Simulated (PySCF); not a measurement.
Al2(mu-NH2)2(H)4, H8Al2N2, singlet, PBE0/def2-SVP optimised geometry. Atoms within 1.6 Å of the plane z = 1.0 Å (x, y, z in Å): Al1 (1.03, 0.98, 0.00), Al2 (-1.03, -0.98, 0.00), N3 (-0.94, 0.98, 0.00), H5 (-1.37, 1.43, 0.82), H6 (1.58, 1.51, 1.40), N8 (0.94, -0.98, 0.00), H10 (1.37, -1.43, 0.82), H11 (-1.58, -1.51, 1.40).

Computed with PBE0/def2-TZVP in PySCF.

Map of the Laplacian of the electron density (e/bohr⁵) on the plane z = 1.0 Å:

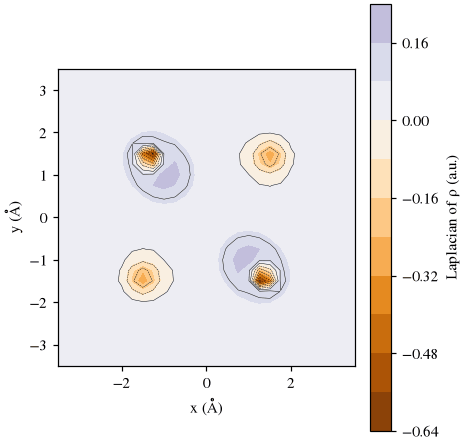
*Laplacian of the electron density (e/bohr⁵) on the plane z = 1.0 Å.*
